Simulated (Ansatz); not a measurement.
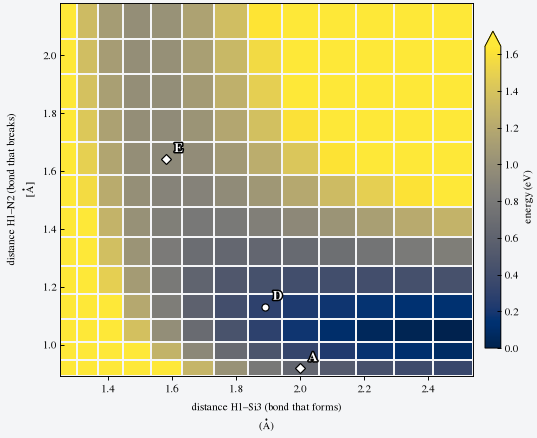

The reacting system H₆NSi (fragments H₃N + H₃Si where the first distance is long, H₄Si + H₂N where the second is long), spin multiplicity 2. First axis: distance H1–Si3 (bond that forms). Second axis: distance H1–N2 (bond that breaks). Relaxed at each point: all other coordinates. Grid: 13 × 13 points. Points are written as (first, second). Energies: eV, counted from the lowest grid point. These are results of Ansatz 0.2.0, UKS PBE-D4/def2-SVP, not measurements.

The picture shows one coloured cell a grid point, one colour for all values above the top of the scale, lettered points.

### Is A the lowest point of the computed grid?

No. A lies 0.64 eV above the lowest grid point, which is at (2.478 Å, 1.046 Å).

### Rank the lettered points by energy, lowest first.

D (0.29 eV), A (0.64 eV), E (0.93 eV).
